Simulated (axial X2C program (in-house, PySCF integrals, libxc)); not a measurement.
# PtIn⁺: bond curves with and without spin–orbit coupling

Aim: find the lowest determinant of PtIn⁺, scan the bond at several levels and fit the constants, once spin-free and once with spin–orbit coupling.

Program: an in-house X2C program for linear molecules on PySCF integrals. Level of theory: all-electron X2C, Pt dyall-v2z, In dyall-v2z. These are calculated values, not measurements.

## Step 1: Input

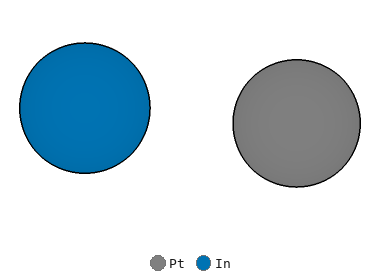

The two atoms at 2.650 Å (platinum grey, indium blue).

Input file task.json:

```json
{
 "zs": [
  78,
  49
 ],
 "q": 1,
 "bas": [
  "dyall-v2z",
  "dyall-v2z"
 ],
 "levels": [
  "PBE0",
  "HF",
  "BLYP",
  "BHandHLYP"
 ],
 "cc": false,
 "r0": 2.65,
 "npts": 10,
 "nst": 2,
 "ntry": 6
}
```

Keys: zs atomic numbers; q charge; bas basis sets; levels methods (HF also brings MP2); cc coupled cluster on or off; r0 starting distance in Å; npts points asked for on the curve; nst determinants followed; ntry starts of the search.

Command:

```bash
python so2c.py task.json out
```

Spin-free means the one-electron spin-free X2C Hamiltonian; two-component (2c) means X2C with spin–orbit coupling and atomic mean-field two-electron Coulomb and Gaunt terms. Basis: Pt dyall-v2z contracted to [11s12p9d5f], In dyall-v2z contracted to [9s10p7d]; Gaussian nuclei, density fitting. Masses: Pt 194.965 u, In 114.904 u.

Notation: σ, π±, δ± give the projection m of an orbital's angular momentum (0, ±1, ±2), α and β its spin, Λ and M_S the sums; ω is the projection of a spinor's total angular momentum and Ω the sum. Logs are in hartree.

The results follow Hamiltonian by Hamiltonian and level by level.

## Step 2: Search for the lowest determinant

Determinants are compared with PBE0 at 2.650 Å.

Spin-free determinants:

```csv
ΔE (eV),state,open shells
0.00,"M_S = 0, Λ = 0",closed shell
0.05,"M_S = 1, Λ = 2","beyond closed shells: σα, δ+α, δ+β, δ-α"
0.24,"M_S = 1, Λ = 0",beyond closed shells: 2 × σα
0.28,"M_S = 0, Λ = 2","beyond closed shells: σβ, δ+α, δ+β, δ-α"
0.42,"M_S = 1, Λ = 1","beyond closed shells: σα, π+α, π+β, π-α"
0.64,"M_S = 0, Λ = 1","beyond closed shells: σβ, π+α, π+β, π-α"
1.79,"M_S = 1, Λ = 3","beyond closed shells: π+α, π+β, π-α, δ+α, δ+β, δ-α"
```

Two-component determinants:

```json
{"ΔE (eV)": "0.00", "state": "Ω = 3", "open shells": "excess of +ω over −ω: ω = 1/2, ω = 5/2"}
{"ΔE (eV)": "0.25", "state": "Ω = 2", "open shells": "excess of +ω over −ω: ω = -1/2, ω = 5/2"}
{"ΔE (eV)": "0.38", "state": "Ω = 0", "open shells": "closed shell"}
{"ΔE (eV)": "0.41", "state": "Ω = 2", "open shells": "excess of +ω over −ω: ω = 1/2, ω = 3/2"}
{"ΔE (eV)": "0.46", "state": "Ω = 1", "open shells": "excess of +ω over −ω: 2 × ω = 1/2"}
{"ΔE (eV)": "0.48", "state": "Ω = 1", "open shells": "excess of +ω over −ω: ω = -1/2, ω = 3/2"}
{"ΔE (eV)": "1.38", "state": "Ω = 4", "open shells": "excess of +ω over −ω: ω = 3/2, ω = 5/2"}
```

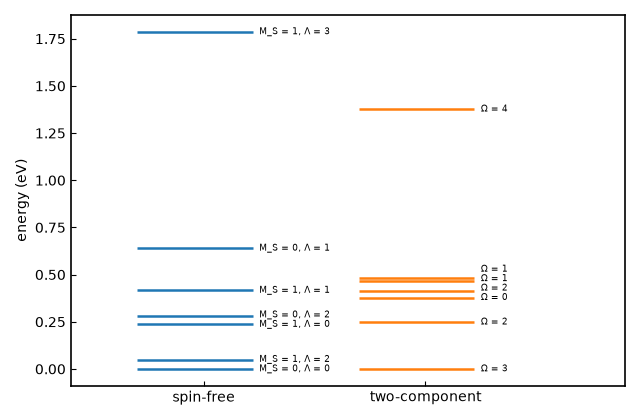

The determinants found, each set from its own lowest.

## Step 3: PBE0, spin-free

State followed: M_S = 0, Λ = 0 (closed shell). The scan is laid around 2.668 Å, a first estimate of the minimum, and this SCF restarts from the orbitals of the search.

Output at 2.668 Å:

```text
spin-free X2C-1e  PBE0
basis functions 201  fitting functions 1230  grid points 5802
iter        total energy     max residual
   1     -24296.244288541     1.02e+00
   2     -24296.259822769     5.70e-04
   3     -24296.259827260     6.08e-04
   4     -24296.259835153     2.50e-04
   5     -24296.259835531     2.12e-04
   6     -24296.259836343     3.70e-05
   7     -24296.259836415     1.40e-05
   8     -24296.259836437     1.46e-05
   9     -24296.259836444     3.09e-06
  10     -24296.259836444     3.82e-07
converged
one-electron -34838.97936117  Coulomb 10306.72992589  exact exchange -128.55252432  xc functional -393.52208229  nuclear repulsion 758.06420545
```

Along the bond, energies from the lowest point:

| R (Å) | E (eV) | μ (D) | HOMO (eV) | LUMO (eV) | iterations |
| --- | --- | --- | --- | --- | --- |
| 2.321 | 0.2115 | 3.30 | -12.11 | -9.30 | 11 |
| 2.428 | 0.0311 | 3.37 | -12.01 | -9.28 | 11 |
| 2.508 | 0.0000 | 3.44 | -11.93 | -9.25 | 11 |
| 2.588 | 0.0254 | 3.52 | -11.83 | -9.21 | 11 |
| 2.668 | 0.0862 | 3.61 | -11.73 | -9.17 | 10 |
| 2.761 | 0.1834 | 3.74 | -11.62 | -9.11 | 11 |
| 2.855 | 0.2940 | 3.90 | -11.51 | -9.05 | 11 |
| 2.975 | 0.4414 | 4.15 | -11.37 | -8.95 | 11 |
| 3.122 | 0.6154 | 4.54 | -11.20 | -8.83 | 11 |
| 3.335 | 0.8423 | 5.23 | -10.93 | -8.62 | 11 |

Dipoles are positive if In is the positive end and refer to the centre of mass.

Outer orbitals at the reference distance:

```tsv
symmetry	occupied	ε (eV)	atomic character
δ+α	yes	-27.27	100% In d
δ-α	yes	-27.27	100% In d
σα	yes	-27.20	99% In d
π-α	yes	-27.19	100% In d
π+α	yes	-27.19	100% In d
σα	yes	-15.46	68% In s, 13% Pt d, 10% Pt s
π-α	yes	-12.06	95% Pt d, 4% In p
π+α	yes	-12.06	95% Pt d, 4% In p
δ+α	yes	-11.80	100% Pt d
δ-α	yes	-11.80	100% Pt d
σα	yes	-11.73	76% Pt d, 12% In s, 10% In p
σα	no	-9.17	52% Pt s, 34% In p, 8% Pt d
π+α	no	-6.81	82% In p, 13% Pt p, 5% Pt d
π-α	no	-6.81	82% In p, 13% Pt p, 5% Pt d
σα	no	-5.70	40% Pt p, 33% In p, 20% Pt s
```

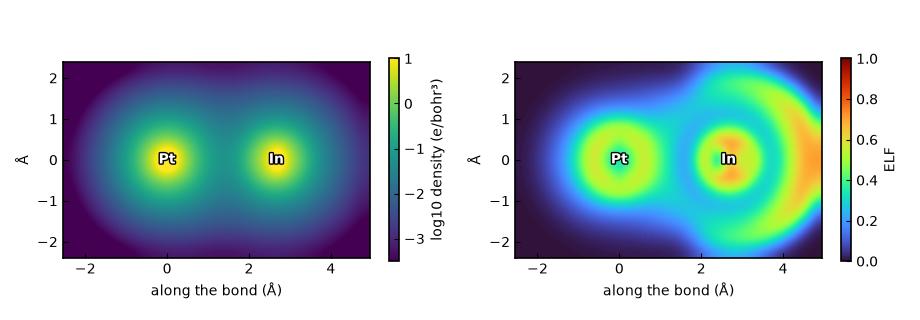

PBE0 fields in a plane through the axis, from a grid of 0.3 Å; Pt lies at z = 0 and In at z = 2.668 Å; the ELF is damped to zero where the density is low.

Re = 2.506 Å, ωe = 181.5 cm⁻¹, ωexe = 0.757 cm⁻¹, Be = 0.03712 cm⁻¹, De = 1.26 eV, μ = 3.44 D.

## Step 4: HF, spin-free

Output at 2.668 Å:

```text
spin-free X2C-1e  HF
basis functions 201  fitting functions 1230  grid points 5802
iter        total energy     max residual
   1     -24288.395327127     1.48e+00
   2     -24288.448743131     2.10e-02
   3     -24288.448879765     3.14e-02
   4     -24288.453105599     1.33e-03
   5     -24288.453223365     9.56e-04
   6     -24288.453253412     2.89e-04
   7     -24288.453260466     1.26e-04
   8     -24288.453262499     1.03e-04
   9     -24288.453263668     7.58e-05
  10     -24288.453264786     3.27e-05
  11     -24288.453265105     6.72e-06
  12     -24288.453265118     3.94e-06
  13     -24288.453265119     1.49e-06
converged
one-electron -34843.02259123  Coulomb 10311.02560599  exact exchange -514.52048533  xc functional 0.00000000  nuclear repulsion 758.06420545
```

Re = 2.617 Å, ωe = 137.7 cm⁻¹, ωexe = 0.74 cm⁻¹, Be = 0.03404 cm⁻¹, De = -0.133 eV, μ = 4.06 D.

## Step 5: BLYP, spin-free

The SCF at the reference distance of 2.668 Å:

```text
spin-free X2C-1e  BLYP
basis functions 201  fitting functions 1230  grid points 5802
iter        total energy     max residual
   1     -24298.082566892     4.74e-01
   2     -24297.934627272     8.83e-02
   3     -24296.856383544     2.46e-01
   4     -24297.991182464     7.34e-02
   5     -24298.091915943     5.91e-03
   6     -24298.075171865     2.08e-02
   7     -24298.094520336     3.11e-03
   8     -24298.093348544     7.01e-03
   9     -24298.094680718     1.44e-03
  10     -24298.094672392     1.26e-03
  11     -24298.094721849     2.86e-05
  12     -24298.094721809     4.09e-05
  13     -24298.094721884     2.40e-06
  14     -24298.094721884     2.19e-06
converged
one-electron -34835.05616188  Coulomb 10302.70207260  exact exchange 0.00000000  xc functional -523.80483805  nuclear repulsion 758.06420545
```

Re = 2.548 Å, ωe = 172.7 cm⁻¹, ωexe = 0.748 cm⁻¹, Be = 0.03591 cm⁻¹, De = 1.30 eV, μ = 3.18 D.

## Step 6: BHandHLYP, spin-free

The SCF at the reference distance of 2.668 Å:

```text
spin-free X2C-1e  BHandHLYP
basis functions 201  fitting functions 1230  grid points 5802
iter        total energy     max residual
   1     -24296.590181734     5.01e-01
   2     -24296.594591961     1.09e-02
   3     -24296.592147010     1.99e-02
   4     -24296.595521946     1.33e-03
   5     -24296.595542430     2.92e-04
   6     -24296.595545648     1.21e-04
   7     -24296.595546200     3.53e-05
   8     -24296.595546310     2.11e-05
   9     -24296.595546387     1.14e-05
  10     -24296.595546425     4.29e-06
  11     -24296.595546429     1.41e-06
  12     -24296.595546429     2.57e-07
converged
one-electron -34840.57523354  Coulomb 10308.40878648  exact exchange -257.16125208  xc functional -265.33205274  nuclear repulsion 758.06420545
```

Re = 2.542 Å, ωe = 166.2 cm⁻¹, ωexe = 0.778 cm⁻¹, Be = 0.03608 cm⁻¹, De = 0.862 eV, μ = 3.67 D.

## Step 7: Correlated methods, spin-free

Correlated methods: 22 electrons correlated (frozen shells, counted by type: Pt 5 s, 4 p, 2 d, 1 f; In 4 s, 3 p, 1 d), 172 virtual spinors in MP2.

MP2: Re = 2.477 Å, ωe = 193.3 cm⁻¹, Be = 0.038 cm⁻¹, De = 1.47 eV.

## Step 8: A higher determinant, spin-free

State: M_S = 1, Λ = 2 (beyond closed shells: σα, δ+α, δ+β, δ-α).

Output at the reference distance:

```text
spin-free X2C-1e  PBE0
basis functions 201  fitting functions 1230  grid points 5802
iter        total energy     max residual
   1     -24296.241700943     1.26e+00
   2     -24296.258674612     1.03e-03
   3     -24296.258681327     4.92e-04
   4     -24296.258686294     2.17e-04
   5     -24296.258687319     1.42e-04
   6     -24296.258687668     3.51e-05
   7     -24296.258687794     2.61e-05
   8     -24296.258687869     8.44e-06
   9     -24296.258687877     3.41e-06
  10     -24296.258687878     9.45e-07
converged
one-electron -34832.76801027  Coulomb 10300.42785161  exact exchange -128.53735105  xc functional -393.44538362  nuclear repulsion 758.06420545
```

```csv
R (Å),E above the lowest PBE0 point (eV)
2.321,0.627
2.428,0.303
2.508,0.181
2.588,0.127
2.668,0.117
2.761,0.143
2.855,0.191
2.975,0.270
3.122,0.377
```

Re = 2.648 Å, ωe = 137.0 cm⁻¹, ωexe = 0.736 cm⁻¹, Be = 0.03324 cm⁻¹, μ = 3.39 D. Te = 0.12 eV.

## Step 9: The spin-free curves together

Energy (eV) of the followed determinant, spin-free, from each level's lowest point:

```csv
R (Å),PBE0,HF,MP2,BLYP,BHandHLYP
2.321,0.212,0.393,0.159,0.303,0.269
2.428,0.031,0.128,0.009,0.065,0.055
2.508,0.000,0.035,0.000,0.001,0.000
2.588,0.025,0.000,0.045,0.000,0.003
2.668,0.086,0.004,0.123,0.040,0.042
2.761,0.183,0.038,0.235,0.119,0.115
2.855,0.294,0.092,0.357,0.216,0.204
2.975,0.441,0.174,0.514,0.350,0.327
3.122,0.615,0.280,0.697,0.510,0.475
3.335,0.842,0.428,0.933,0.720,0.673
```

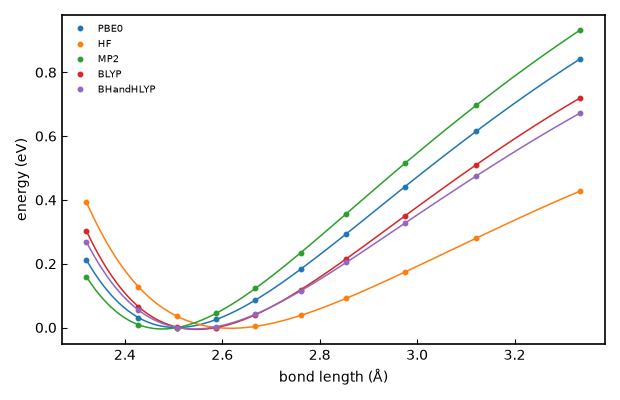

Curves of the followed state, spin-free, each from its own lowest point.

## Step 10: PBE0, 2c

State followed: Ω = 3 (excess of +ω over −ω: ω = 1/2, ω = 5/2). The scan is laid around 2.668 Å, a first estimate of the minimum, and this SCF restarts from the orbitals of the search.

The SCF at the reference distance of 2.668 Å:

```text
two-component X2C + atomic mean field  PBE0
basis functions 201  fitting functions 1230  grid points 5802
iter        total energy     max residual
   1     -24295.295864397     1.28e+00
   2     -24295.312895428     1.03e-03
   3     -24295.312902467     4.89e-04
   4     -24295.312907595     2.34e-04
   5     -24295.312908843     1.43e-04
   6     -24295.312909277     4.36e-05
   7     -24295.312909496     3.21e-05
   8     -24295.312909628     1.01e-05
   9     -24295.312909646     4.32e-06
  10     -24295.312909648     1.20e-06
  11     -24295.312909648     3.09e-07
converged
one-electron -34807.70215203  Coulomb 10296.35928788  exact exchange -128.49230512  xc functional -393.37561252  nuclear repulsion 758.06420545  atomic mean-field constant -20.16633331
```

Along the bond, energies from the lowest point:

```
R (Å)  E (eV)  μ (D)  HOMO (eV)  LUMO (eV)  iterations
2.321  0.5043   2.70     -11.81      -9.57          12
2.428  0.1822   2.91     -11.80      -9.38          11
2.508  0.0615   3.06     -11.79      -9.33          12
2.588  0.0084   3.20     -11.77      -9.32          12
2.668  0.0000   3.35     -11.74      -9.29          11
2.761  0.0261   3.54     -11.70      -9.24          12
2.855  0.0743   3.76     -11.66      -9.18          12
2.975  0.1533   4.08     -11.59      -9.08          12
3.122  0.2593   4.54     -11.50      -8.93          13
3.335  0.4135   5.34     -11.31      -8.71          13
```

Dipoles are positive if In is the positive end and refer to the centre of mass.

Outer spinors at the reference distance:

```tsv
ω	occupied	ε (eV)	atomic character	λ mixture
5/2	yes	-27.02	100% In d	100% δ
-5/2	yes	-26.99	100% In d	100% δ
3/2	yes	-26.95	100% In d	82% π, 18% δ
1/2	yes	-26.93	99% In d	55% σ, 45% π
-3/2	yes	-26.91	100% In d	85% π, 15% δ
-1/2	yes	-26.91	99% In d	63% σ, 37% π
1/2	yes	-15.99	58% In s, 20% Pt d, 12% Pt s	99% σ, 1% π
-1/2	yes	-15.64	55% In s, 25% Pt d, 10% Pt s	97% σ, 3% π
-3/2	yes	-15.08	100% Pt d	95% δ, 5% π
-1/2	yes	-14.28	89% Pt d, 6% In s	86% π, 14% σ
3/2	yes	-14.23	99% Pt d	58% δ, 42% π
1/2	yes	-14.10	82% Pt d, 8% In s, 7% Pt s	52% σ, 48% π
5/2	yes	-13.86	100% Pt d	100% δ
3/2	yes	-13.13	98% Pt d	58% π, 42% δ
1/2	yes	-12.93	87% Pt d, 8% Pt s, 2% In p	51% π, 49% σ
-3/2	yes	-12.70	96% Pt d, 3% In p	95% π, 5% δ
-1/2	yes	-12.35	78% Pt d, 13% In s, 3% In p	89% σ, 11% π
1/2	yes	-11.74	43% Pt s, 35% In p, 15% In s	100% σ
-1/2	no	-9.29	52% Pt s, 34% In p, 9% In s	100% σ
-5/2	no	-9.02	100% Pt d	100% δ
-1/2	no	-7.26	75% In p, 21% Pt p, 3% Pt d	100% π
1/2	no	-6.99	81% In p, 16% Pt p, 3% Pt d	100% π
```

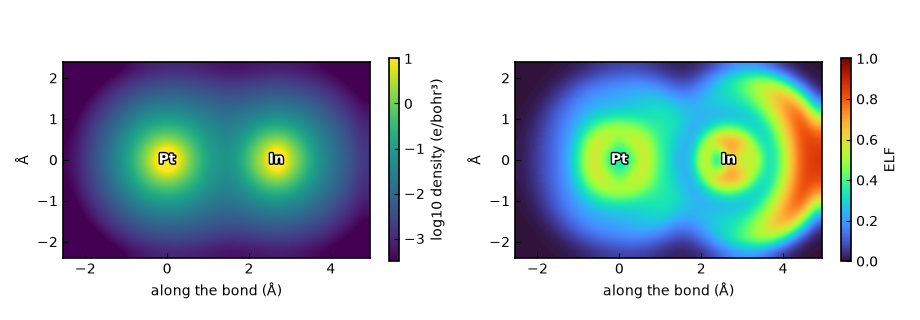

PBE0 fields in a plane through the axis, from a grid of 0.3 Å; Pt lies at z = 0 and In at z = 2.668 Å; the ELF is damped to zero where the density is low.

Re = 2.646 Å, ωe = 137.4 cm⁻¹, ωexe = 0.769 cm⁻¹, Be = 0.0333 cm⁻¹, De = 1.30 eV, μ = 3.31 D.

## Step 11: HF, 2c

Output at 2.668 Å:

```text
two-component X2C + atomic mean field  HF
basis functions 201  fitting functions 1230  grid points 5802
iter        total energy     max residual
   1     -24287.414212478     1.47e+00
   2     -24287.468444311     1.99e-02
   3     -24287.470417457     2.41e-02
   4     -24287.472184708     2.51e-03
   5     -24287.472628140     1.77e-03
   6     -24287.472935236     1.02e-03
   7     -24287.473123930     3.50e-04
   8     -24287.473170075     1.61e-04
   9     -24287.473174917     1.20e-04
  10     -24287.473176213     9.03e-05
  11     -24287.473176794     6.85e-05
  12     -24287.473177361     2.99e-05
  13     -24287.473177505     1.15e-05
  14     -24287.473177524     7.98e-06
  15     -24287.473177533     3.94e-06
  16     -24287.473177536     1.57e-06
  17     -24287.473177536     8.17e-07
converged
one-electron -34810.71450083  Coulomb 10299.60935965  exact exchange -514.26590849  xc functional 0.00000000  nuclear repulsion 758.06420545  atomic mean-field constant -20.16633331
```

Re = 2.822 Å, ωe = 94.2 cm⁻¹, ωexe = 0.479 cm⁻¹, Be = 0.02927 cm⁻¹, De = 0.809 eV, μ = 2.81 D.

## Step 12: BLYP, 2c

The SCF at the reference distance of 2.668 Å:

```text
two-component X2C + atomic mean field  BLYP
basis functions 201  fitting functions 1230  grid points 5802
iter        total energy     max residual
   1     -24297.159005980     4.72e-01
   2     -24297.163077900     2.43e-02
   3     -24297.116525821     6.03e-02
   4     -24297.170143912     5.01e-03
   5     -24297.170372957     4.72e-03
   6     -24297.170912920     1.62e-03
   7     -24297.170970253     1.83e-04
   8     -24297.170971588     6.81e-05
   9     -24297.170971770     2.08e-05
  10     -24297.170971782     8.86e-06
  11     -24297.170971786     9.12e-07
  12     -24297.170971786     7.24e-08
converged
one-electron -34804.24346795  Coulomb 10292.80500841  exact exchange 0.00000000  xc functional -523.63038438  nuclear repulsion 758.06420545  atomic mean-field constant -20.16633331
```

Re = 2.695 Å, ωe = 128.7 cm⁻¹, ωexe = 0.741 cm⁻¹, Be = 0.03209 cm⁻¹, De = 1.13 eV, μ = 3.54 D.

## Step 13: BHandHLYP, 2c

Output at 2.668 Å:

```text
two-component X2C + atomic mean field  BHandHLYP
basis functions 201  fitting functions 1230  grid points 5802
iter        total energy     max residual
   1     -24295.632554450     5.00e-01
   2     -24295.637261835     1.01e-02
   3     -24295.636919271     1.47e-02
   4     -24295.637722225     5.64e-04
   5     -24295.637735131     2.28e-04
   6     -24295.637741142     1.53e-04
   7     -24295.637745707     1.17e-04
   8     -24295.637747710     7.39e-05
   9     -24295.637748201     4.81e-05
  10     -24295.637748506     1.77e-05
  11     -24295.637748545     8.94e-06
  12     -24295.637748558     2.00e-06
  13     -24295.637748558     4.27e-07
converged
one-electron -34809.05921731  Coulomb 10297.79363417  exact exchange -257.03764996  xc functional -265.23238759  nuclear repulsion 758.06420545  atomic mean-field constant -20.16633331
```

Re = 2.695 Å, ωe = 124.3 cm⁻¹, ωexe = 0.714 cm⁻¹, Be = 0.0321 cm⁻¹, De = 1.08 eV, μ = 3.36 D.

## Step 14: Correlated methods, 2c

Correlated methods: 22 electrons correlated (frozen shells, counted by type: Pt 5 s, 4 p, 2 d, 1 f; In 4 s, 3 p, 1 d), 172 virtual spinors in MP2.

MP2: Re = 2.593 Å, ωe = 149.8 cm⁻¹, Be = 0.03469 cm⁻¹, De = 1.16 eV.

## Step 15: A higher determinant, 2c

State: Ω = 2 (excess of +ω over −ω: ω = -1/2, ω = 5/2).

Output at the reference distance:

```text
two-component X2C + atomic mean field  PBE0
basis functions 201  fitting functions 1230  grid points 5802
iter        total energy     max residual
   1     -24295.286905247     1.23e+00
   2     -24295.303610805     1.01e-03
   3     -24295.303616356     5.57e-04
   4     -24295.303622819     2.17e-04
   5     -24295.303623518     1.41e-04
   6     -24295.303623790     1.94e-05
   7     -24295.303623817     2.02e-05
   8     -24295.303623835     4.44e-06
   9     -24295.303623837     2.44e-06
  10     -24295.303623838     1.34e-06
converged
one-electron -34807.61282515  Coulomb 10296.26503355  exact exchange -128.48828058  xc functional -393.36542380  nuclear repulsion 758.06420545  atomic mean-field constant -20.16633331
```

| R (Å) | E above the lowest PBE0 point (eV) |
| --- | --- |
| 2.321 | 0.680 |
| 2.428 | 0.379 |
| 2.508 | 0.276 |
| 2.588 | 0.242 |
| 2.668 | 0.253 |
| 2.761 | 0.301 |
| 2.855 | 0.371 |
| 2.975 | 0.474 |
| 3.122 | 0.601 |

Re = 2.603 Å, ωe = 155.6 cm⁻¹, ωexe = 0.807 cm⁻¹, Be = 0.03441 cm⁻¹, μ = 3.58 D. Te = 0.24 eV.

## Step 16: The 2c curves together

Energy (eV) of the followed determinant, 2c, from each level's lowest point:

| R (Å) | PBE0 | HF | MP2 | BLYP | BHandHLYP |
| --- | --- | --- | --- | --- | --- |
| 2.321 | 0.504 | 0.807 | 0.403 | 0.635 | 0.603 |
| 2.428 | 0.182 | 0.394 | 0.117 | 0.261 | 0.246 |
| 2.508 | 0.061 | 0.210 | 0.026 | 0.109 | 0.102 |
| 2.588 | 0.008 | 0.098 | 0.000 | 0.030 | 0.027 |
| 2.668 | 0.000 | 0.036 | 0.014 | 0.000 | 0.000 |
| 2.761 | 0.026 | 0.004 | 0.059 | 0.007 | 0.007 |
| 2.855 | 0.074 | 0.000 | 0.119 | 0.041 | 0.038 |
| 2.975 | 0.153 | 0.020 | 0.204 | 0.105 | 0.099 |
| 3.122 | 0.259 | 0.067 | 0.309 | 0.196 | 0.186 |
| 3.335 | 0.413 | 0.152 | 0.451 | 0.329 | 0.318 |

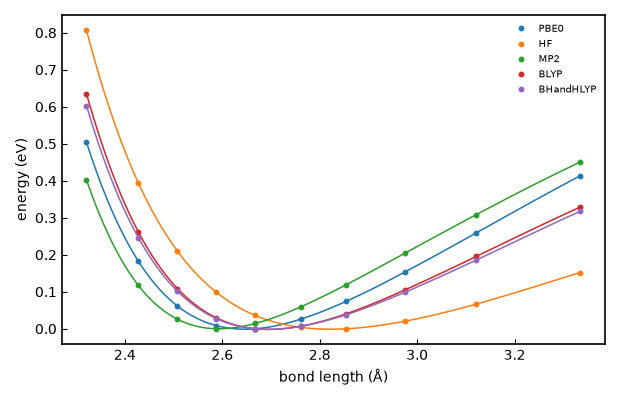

Curves of the followed state, 2c, each from its own lowest point.

The whole job took 4.6 min on 1 thread of Arm Neoverse N1, shared host.

## Step 17: What came out

Lowest determinant that the search found at its distance, spin-free: M_S = 0, Λ = 0 (closed shell).

Lowest determinant that the search found at its distance, 2c: Ω = 3 (excess of +ω over −ω: ω = 1/2, ω = 5/2).

```
Hamiltonian      level  Re (Å)  ωe (cm⁻¹)  De (eV)  μ (D)
  spin-free       PBE0   2.506      181.5     1.26   3.44
  spin-free         HF   2.617      137.7   -0.133   4.06
  spin-free        MP2   2.477      193.3     1.47    n/a
  spin-free       BLYP   2.548      172.7     1.30   3.18
  spin-free  BHandHLYP   2.542      166.2    0.862   3.67
         2c       PBE0   2.646      137.4     1.30   3.31
         2c         HF   2.822       94.2    0.809   2.81
         2c        MP2   2.593      149.8     1.16    n/a
         2c       BLYP   2.695      128.7     1.13   3.54
         2c  BHandHLYP   2.695      124.3     1.08   3.36
```

Dipoles are positive if In is the positive end and refer to the centre of mass.

Time per point (s) on 1 thread of Arm Neoverse N1, shared host (2c runs); the times are rough: PBE0 2.5, HF 2.6, MP2 3, BLYP 0.67, BHandHLYP 2.9.

In words: At MP2, going from spin-free to two-component changes Re by +116 mÅ, ωe by -22.5 %; the two runs may stand on different determinants, so this isn't spin–orbit coupling alone. It costs about 3.4 times the time. De moves by -0.31 eV; both De rest on single-determinant atoms, which can miss part of an open shell's spin–orbit lowering. De is negative at HF: there the minimum lies above the ground-state fragments.

De refers to Pt + In+, each in the lowest determinant found, which need not be this curve's own limit. The state is a single determinant with fixed occupations, the lowest that a limited PBE0 search found. The closed shell is kept restricted; where the fragments are open shells, the energy then runs too high at long range. De is counted from the lowest determinant-based energies of the atoms at the same level, without counterpoise correction. Density functionals use the spin component along the axis (collinear). With several unpaired electrons one determinant need not be a pure state. At some level an empty orbital lies below a filled one.
